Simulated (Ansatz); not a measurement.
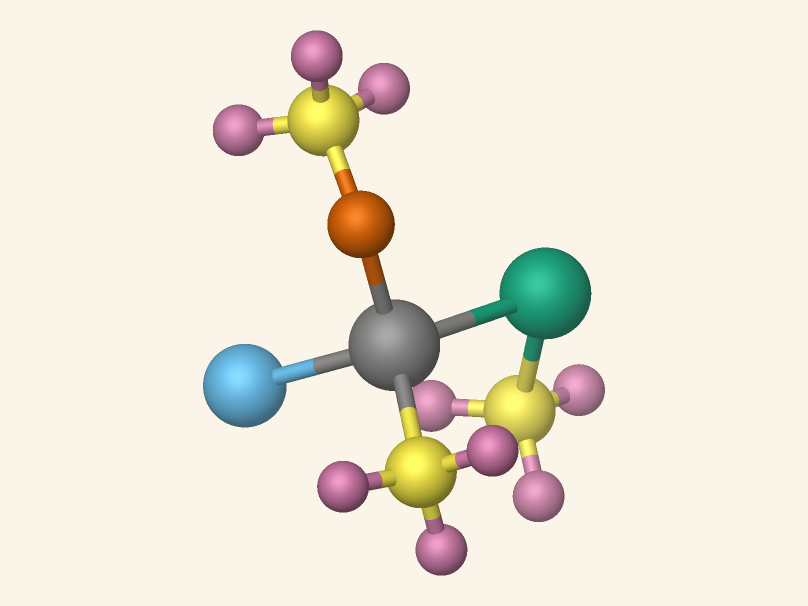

Ball-and-stick drawing of a structure. Colours: carbon yellow, oxygen orange, germanium grey, chlorine blue, selenium teal, hydrogen pink.

Question: What is the molecular formula?

Answer: C3H9ClGeOSe, 16 atoms: 3 carbon, 9 hydrogen, 1 chlorine, 1 germanium, 1 oxygen and 1 selenium.

Question: Count the bonded pairs by element.

Answer: 9 C–H, 1 C–O, 1 Ge–O, 1 C–Ge, 1 Cl–Ge, 1 Ge–Se, 1 C–Se.

Question: Give the symmetry (Schoenflies symbol).

Answer: C1.

Question: Give a SMILES string for it.

Answer: C[O][Ge@@]([CH3])([Cl])[Se]C

The parts below concern this one geometry. Atoms keep their numbers from picture to picture. The computed structure is the end point of a PBE0-D4/def2-TZVP optimisation.

## Dipole moment

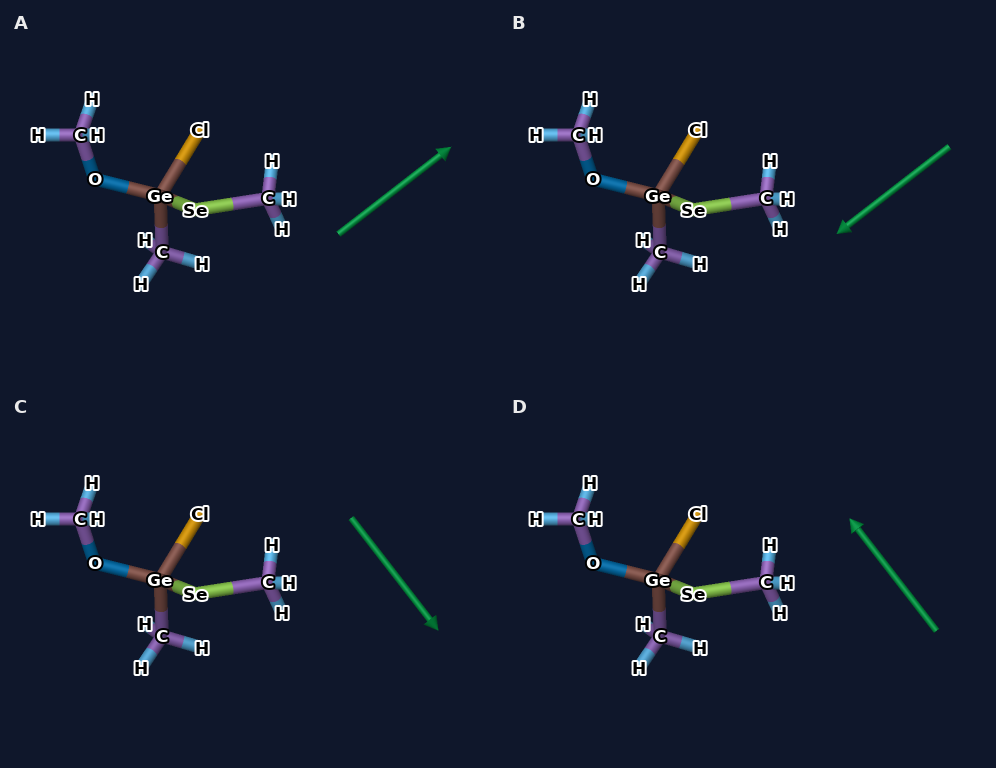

The same molecule four times, each with an arrow. Method: RKS PBE-D4/def2-TZVPP (Ansatz 0.2.0).

Question: Which arrow points along the dipole moment, from the negative to the positive end?

Answer: C. The dipole moment is 1.35 D.

## Vibrations

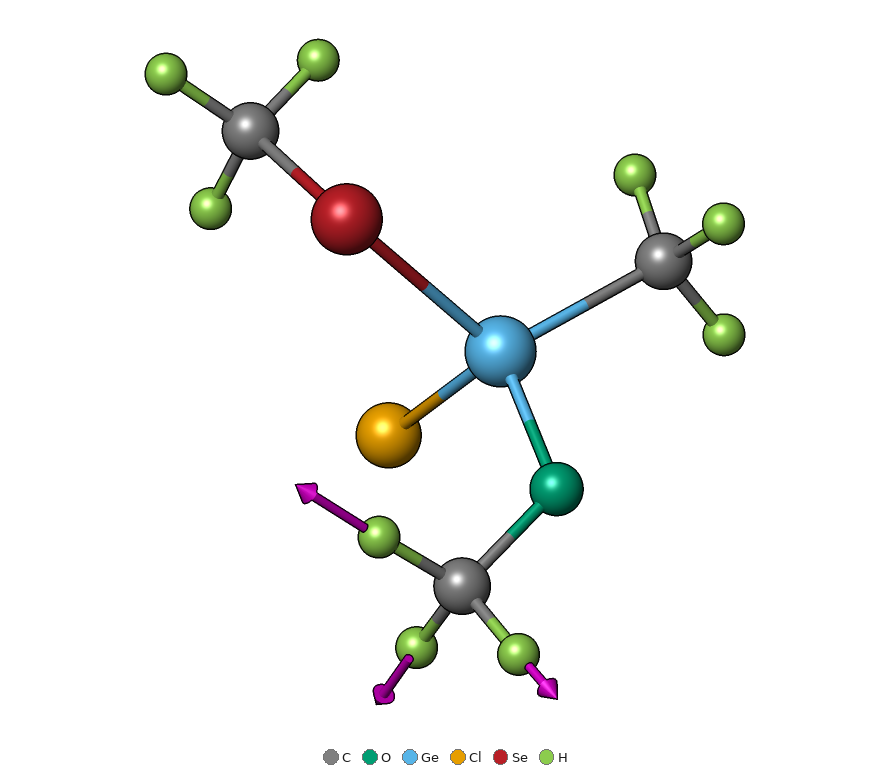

The arrows show one normal mode. Harmonic vibrations computed with RKS PBE0-D4/def2-TZVP (Ansatz 0.2.0) at a stationary point of the same level.

Question: Describe the motion.

Answer: Mostly in-phase stretching of 3 C–H bonds.

Question: Estimate its harmonic wavenumber.

Answer: 3019 cm⁻¹; it is mode 34 of 42 counted from the lowest.

## Charges

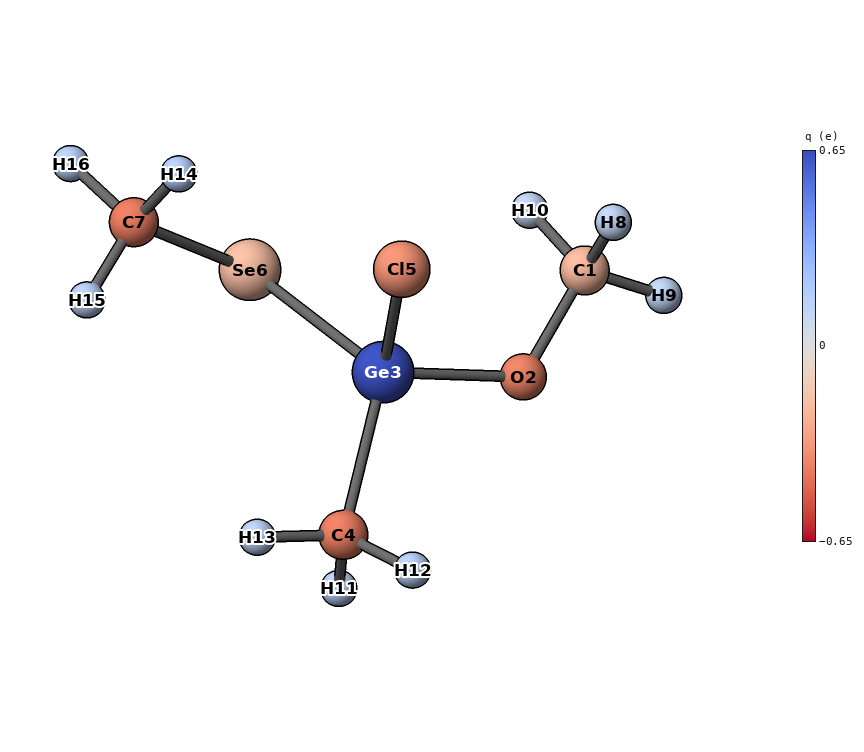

Atoms are coloured by their Mulliken charges. Method: RKS PBE0-D4/def2-TZVP (Ansatz 0.2.0).

Question: Which atom carries the highest charge (most positive or least negative)?

Answer: Ge3 (0.63 e).

Question: And the lowest?

Answer: C7 (−0.41 e).

List the Mulliken charges.

```tsv
atom	value (e)
C1	−0.21
O2	−0.39
Ge3	0.63
C4	−0.40
Cl5	−0.34
Se6	−0.19
C7	−0.41
H8	0.12
H9	0.13
H10	0.12
H11	0.16
H12	0.16
H13	0.15
H14	0.16
H15	0.15
H16	0.15
```

Mulliken values depend strongly on the basis set and can even reverse the polarity of a bond.
